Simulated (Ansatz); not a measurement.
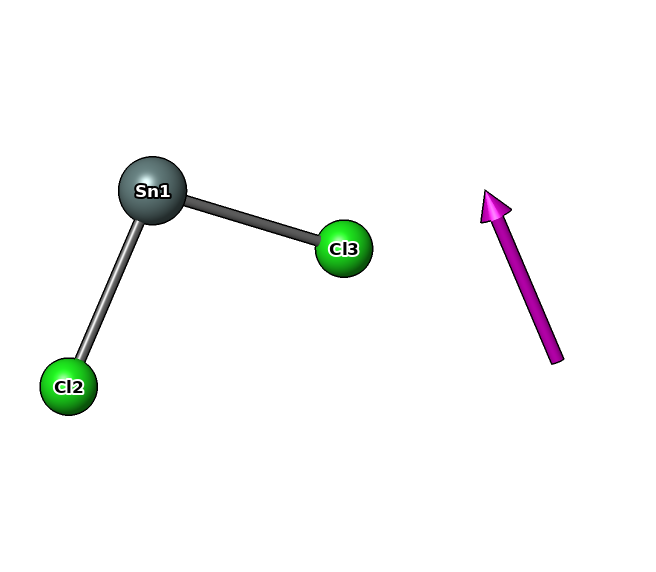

The arrow beside the molecule shows the direction of the dipole moment, from the negative to the positive end (its length means nothing). The computed structure is the end point of a PBE0-D4/def2-TZVP optimisation. Method: RKS PBE0-D4/def2-TZVP, core potentials on Sn (Ansatz 0.2.0).

### Estimate the dipole moment.

3.25 D; it points from the side of Cl2, Cl3 to the side of Sn1 (the outermost atoms at the two ends).
